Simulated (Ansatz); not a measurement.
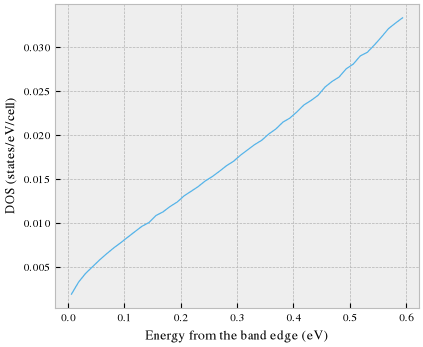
Figure: Density of states of ZnS (F-43m) above the conduction band minimum, Ansatz (a first-principles code) with r2SCAN with spin-orbit coupling, rigid bands; cell volume 39.1 Å³.

### Question
What effective density of states at 300 K does this give (∫ g(E) exp(−E/k_BT) dE, both spins, divided by the cell's size)?

### Answer
2.3e18 cm⁻³, a density-of-states mass of 0.20 mₑ, valleys and band degeneracy included.

Geometry: cell and atoms relaxed with r2SCAN.
